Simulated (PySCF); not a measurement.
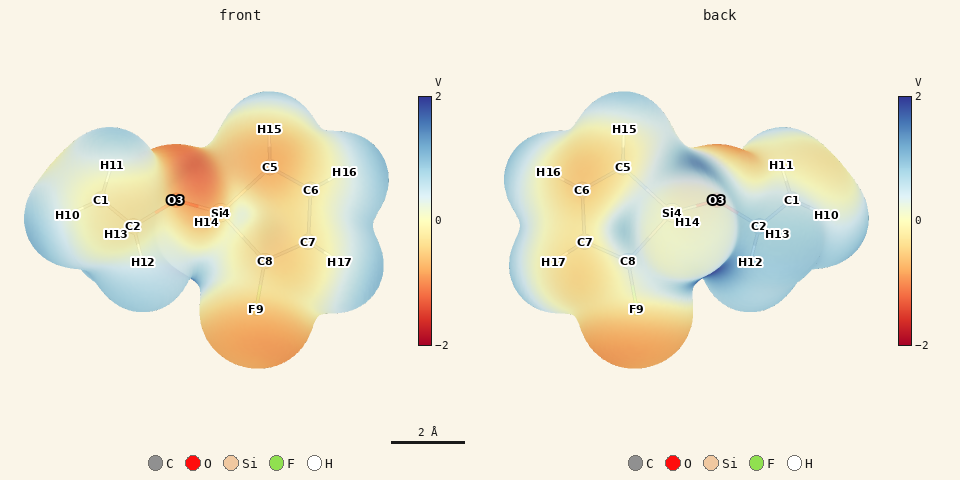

*C6H8FOSi (doublet). The molecular electrostatic potential painted on the density surface at 0.002 e/bohr³, seen from the front and from behind; red is negative and blue positive.*

Geometry: GFN2-xTB.

Level of theory: UKS B3LYP, pcH-1 on C F H O Si, non-relativistic, mean-field spin-orbit, GIAO in PySCF 2.14.0, density-fitted response routines.

| atom | x (Å) | y (Å) | z (Å) |
| --- | --- | --- | --- |
| C | 3.2470 | 0.9911 | 0.1215 |
| C | 2.2586 | -0.0731 | -0.0849 |
| O | 1.0522 | 0.2315 | 0.5617 |
| Si | -0.2859 | -0.6568 | 0.7116 |
| C | -1.6300 | 0.3619 | 1.5363 |
| C | -2.6963 | 0.4353 | 0.7319 |
| C | -2.5931 | -0.1855 | -0.5810 |
| C | -1.4200 | -0.7789 | -0.8169 |
| F | -1.1530 | -1.4022 | -1.9874 |
| H | 4.2146 | 0.9105 | -0.3294 |
| H | 2.9875 | 1.8502 | 0.7036 |
| H | 2.0662 | -0.2279 | -1.1624 |
| H | 2.6384 | -1.0424 | 0.2879 |
| H | -0.0389 | -1.9940 | 1.2550 |
| H | -1.6303 | 0.7870 | 2.5243 |
| H | -3.6144 | 0.9408 | 0.9959 |
| H | -3.4095 | -0.1356 | -1.2845 |

> Which sites attract a positive test charge, and which a negative one?

A positive charge is drawn to the negative regions and a negative charge to the positive ones. The most negative region (about −1.1 V) lies over O3, the most positive (about +1.7 V) over Si4. O3 is the likeliest acceptor of a hydrogen bond.
